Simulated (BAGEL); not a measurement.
# A workflow on SiPH5O2 (SMILES O[SiH2]OP)

Aim: the energy (HF/cc-pVDZ), then a single-point energy (NEVPT2(2,2)/cc-pVDZ) of SiPH5O2. 

Program for the calculation: BAGEL 1.2.2.

## 1. The system as given

SiPH5O2: 9 atoms, total charge 0, spin state singlet. As SMILES, `O[SiH2]OP`. The P4–H9 distance was set to 3.274 Å, away from the relaxed value. At this shape a bond of the SMILES string is far longer than usual.

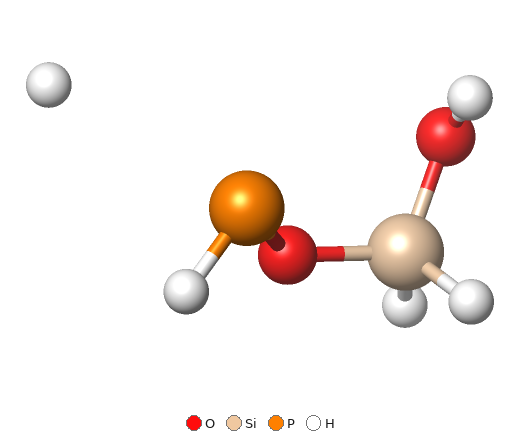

Viewed from a chosen angle; oxygen red, silicon light orange, phosphorus orange, hydrogen white.

## 2. The energy at HF/cc-pVDZ (density fitting with svp-jkfit) (run 1)

File hf.json:

```json
{ "bagel" : [

{
  "title" : "molecule",
  "basis" : "cc-pvdz.json",
  "df_basis" : "svp-jkfit",
  "angstrom" : true,
  "geometry" : [
    { "atom" : "O", "xyz" : [       0.562834,       2.638510,      -0.983805 ] },
    { "atom" : "Si", "xyz" : [       1.688434,       2.056210,       0.052695 ] },
    { "atom" : "O", "xyz" : [       1.173134,       0.716110,       0.860895 ] },
    { "atom" : "P", "xyz" : [      -0.071466,       0.659310,       1.936695 ] },
    { "atom" : "H", "xyz" : [      -0.127966,       3.201110,      -0.631505 ] },
    { "atom" : "H", "xyz" : [       2.041334,       3.099510,       1.050395 ] },
    { "atom" : "H", "xyz" : [       2.835234,       1.617710,      -0.762005 ] },
    { "atom" : "H", "xyz" : [       0.564834,      -0.096690,       2.961695 ] },
    { "atom" : "H", "xyz" : [      -1.612000,      -1.984300,       0.770600 ] }
  ]
},

{ "title" : "hf" },

{ "title" : "print", "file" : "orbitals.molden", "orbitals" : true }

]}
```

The basis set cc-pVDZ is read from a file made from the Basis Set Exchange's data (not shown).

Run with:

```console
$ BAGEL_NUM_THREADS=1 BAGEL hf.json > hf.out
```

The program printed:

```text
* using 1 threads per process

  ===============================================================
  ===============================================================

  *** Geometry ***

  { "atom" : "O", "xyz" : [      1.063602,      4.986061,     -1.859122 ] },
  { "atom" : "Si", "xyz" : [      3.190678,      3.885674,      0.099579 ] },
  { "atom" : "O", "xyz" : [      2.216902,      1.353252,      1.626856 ] },
  { "atom" : "P", "xyz" : [     -0.135051,      1.245915,      3.659823 ] },
  { "atom" : "H", "xyz" : [     -0.241821,      6.049221,     -1.193371 ] },
  { "atom" : "H", "xyz" : [      3.857562,      5.857225,      1.984959 ] },
  { "atom" : "H", "xyz" : [      5.357816,      3.057029,     -1.439981 ] },
  { "atom" : "H", "xyz" : [      1.067382,     -0.182718,      5.596792 ] },
  { "atom" : "H", "xyz" : [     -3.046239,     -3.749784,      1.456223 ] },

  Number of auxiliary basis functions:      500

  Since a DF basis is specified, we compute 2- and 3-index integrals:
    o Being stored without compression. Storage requirement is 0.032 GB

  Number of basis functions:       89
  Number of electrons      :       50

    * METHOD: MOLECULE                             0.25

  *** RHF ***

  === Nuclear Repulsion ===
   228.2949870972

      * DIIS with orbital gradients will be used.

  === RHF iteration (cc-pvdz.json) ===
      0       -781.81490889          0.01910367           0.09
      1       -781.98495027          0.01577235           0.09
      2       -782.18241884          0.00158778           0.09
      3       -782.18458893          0.00085627           0.09
      4       -782.18547302          0.00016527           0.09
      5       -782.18552529          0.00007352           0.09
      6       -782.18553796          0.00004327           0.09
      7       -782.18554323          0.00001645           0.09
      8       -782.18554403          0.00000515           0.09
      9       -782.18554411          0.00000240           0.09
     10       -782.18554412          0.00000109           0.09
     11       -782.18554412          0.00000040           0.09
     12       -782.18554412          0.00000019           0.09
     13       -782.18554412          0.00000009           0.09
     14       -782.18554412          0.00000003           0.09
     15       -782.18554412          0.00000002           0.09
     16       -782.18554412          0.00000001           0.09
    * SCF iteration converged.

    * Permanent dipole moment:
           (   -0.651972,    -1.696407,    -0.997560) a.u.

    * METHOD: HF                                   1.76

    * METHOD: PRINT                                0.01

  ===============================================================
```

Run time: 2.2 s. Hardware: 1 thread of Arm Neoverse V2, shared host; peak memory 0.15 GiB.

## 3. The energy at NEVPT2(2,2)/cc-pVDZ (density fitting with svp-jkfit) (run 2)

File calc.json:

```json
{ "bagel": [

{
  "title": "molecule",
  "basis": "cc-pvdz.json",
  "df_basis": "svp-jkfit",
  "angstrom": true,
  "geometry": [
    { "atom": "O", "xyz": [       0.562834,       2.638510,      -0.983805 ] },
    { "atom": "Si", "xyz": [       1.688434,       2.056210,       0.052695 ] },
    { "atom": "O", "xyz": [       1.173134,       0.716110,       0.860895 ] },
    { "atom": "P", "xyz": [      -0.071466,       0.659310,       1.936695 ] },
    { "atom": "H", "xyz": [      -0.127966,       3.201110,      -0.631505 ] },
    { "atom": "H", "xyz": [       2.041334,       3.099510,       1.050395 ] },
    { "atom": "H", "xyz": [       2.835234,       1.617710,      -0.762005 ] },
    { "atom": "H", "xyz": [       0.564834,      -0.096690,       2.961695 ] },
    { "atom": "H", "xyz": [      -1.612000,      -1.984300,       0.770600 ] }
  ]
},

{
  "title": "hf"
},

{
  "title": "nevpt2",
  "nstate": 1,
  "nact": 2,
  "nclosed": 24,
  "active": [25, 26],
  "maxiter": 200,
  "natocc": true,
  "ncore": 12
},

{
  "title": "print",
  "file": "orbitals.molden",
  "orbitals": true
}

]}
```

The basis set cc-pVDZ is read from a file made from the Basis Set Exchange's data (not shown).

Run with:

```console
$ BAGEL_NUM_THREADS=1 BAGEL calc.json > calc.out
```

The program printed:

```text
* using 1 threads per process

  ===============================================================
  ===============================================================

  *** Geometry ***

  { "atom" : "O", "xyz" : [      1.063602,      4.986061,     -1.859122 ] },
  { "atom" : "Si", "xyz" : [      3.190678,      3.885674,      0.099579 ] },
  { "atom" : "O", "xyz" : [      2.216902,      1.353252,      1.626856 ] },
  { "atom" : "P", "xyz" : [     -0.135051,      1.245915,      3.659823 ] },
  { "atom" : "H", "xyz" : [     -0.241821,      6.049221,     -1.193371 ] },
  { "atom" : "H", "xyz" : [      3.857562,      5.857225,      1.984959 ] },
  { "atom" : "H", "xyz" : [      5.357816,      3.057029,     -1.439981 ] },
  { "atom" : "H", "xyz" : [      1.067382,     -0.182718,      5.596792 ] },
  { "atom" : "H", "xyz" : [     -3.046239,     -3.749784,      1.456223 ] },

  Number of auxiliary basis functions:      500

  Since a DF basis is specified, we compute 2- and 3-index integrals:
    o Being stored without compression. Storage requirement is 0.032 GB

  Number of basis functions:       89
  Number of electrons      :       50

    * METHOD: MOLECULE                             0.25

  *** RHF ***

  === Nuclear Repulsion ===
   228.2949870972

      * DIIS with orbital gradients will be used.

  === RHF iteration (cc-pvdz.json) ===
      0       -781.81490889          0.01910367           0.09
      1       -781.98495027          0.01577235           0.09
      2       -782.18241884          0.00158778           0.09
      3       -782.18458893          0.00085627           0.09
      4       -782.18547302          0.00016527           0.09
      5       -782.18552529          0.00007352           0.08
      6       -782.18553796          0.00004327           0.09
      7       -782.18554323          0.00001645           0.08
      8       -782.18554403          0.00000515           0.09
      9       -782.18554411          0.00000240           0.09
     10       -782.18554412          0.00000109           0.09
     11       -782.18554412          0.00000040           0.09
     12       -782.18554412          0.00000019           0.09
     13       -782.18554412          0.00000009           0.09
     14       -782.18554412          0.00000003           0.09
     15       -782.18554412          0.00000002           0.09
     16       -782.18554412          0.00000001           0.09
    * SCF iteration converged.

    * Permanent dipole moment:
           (   -0.651972,    -1.696407,    -0.997560) a.u.

    * METHOD: HF                                   1.67

    * freezing 12 orbitals
  ---------------------------
      CASSCF calculation
  ---------------------------

    ==== Active orbitals : =====
         Orbital 25
         Orbital 26
    ============================

    * nstate   :      1
    * nclosed  :     24
    * nact     :      2
    * nvirt    :     63
  === CASSCF iteration (cc-pvdz.json) ===

    * Using the second-order algorithm

      0  0      -782.26930673     6.01e-03      0.03

      1  0      -782.29119353     5.26e-04      0.54

      2  0      -782.29136278     1.05e-04      0.55

      3  0      -782.29136879     2.58e-05      0.54

      4  0      -782.29136915     6.31e-06      0.56

      5  0      -782.29136917     1.54e-06      0.56

      6  0      -782.29136917     3.78e-07      0.53

      7  0      -782.29136917     9.25e-08      0.51

      8  0      -782.29136917     2.26e-08      0.46

      9  0      -782.29136917     5.55e-09      0.42

    * Second-order optimization converged. *

     guess   0:   closed 1.                   open ..

  === FCI iteration ===

      0  0      -782.16662741     8.74e-02      0.00
      1  0      -782.28830756     1.60e-02      0.00
      2  0 *    -782.29136917     6.00e-16      0.00

     * ci vector, state   0, <S^2> = 0.0000
       2.     0.8112467851
       .2    -0.5847039026

  === DF-NEVPT2 calculation ===

    * 3-index integral transformation done
    * assembly done

      NEVPT2 correlation energy:   -0.5714095561      0.18

          (+0)     -0.5245892799
          (+0)'    -0.0086002292
          (+1)     -0.0137631391
          (+1)'    -0.0000000000
          (+2)     -0.0001215365
          (-1)     -0.0240839563
          (-1)'     0.0000000000
          (-2)     -0.0002514151

      NEVPT2 total energy:       -782.8627787296

    * METHOD: NEVPT2                               5.24

    * METHOD: PRINT                                0.01

  ===============================================================
```

Run time: 7.5 s. Hardware: 1 thread of Arm Neoverse V2, shared host; peak memory 0.15 GiB.

## 4. Summary of results

| quantity | value |
| --- | --- |
| run 1, HF/cc-pVDZ: total energy | -782.18554 Eh |
| run 1, HF/cc-pVDZ: dipole moment | 5.27 D |
| run 1, HF/cc-pVDZ: HOMO energy | -7.45 eV |
| run 1, HF/cc-pVDZ: LUMO energy | -1.34 eV |
| run 1, HF/cc-pVDZ: HOMO–LUMO gap | 6.12 eV |
| run 2, NEVPT2(2,2)/cc-pVDZ: total energy | -782.86278 Eh |

In words: One bond (run 1, HF/cc-pVDZ) is far stretched, which a spin-restricted single reference describes badly; a broken-symmetry solution may lie lower.
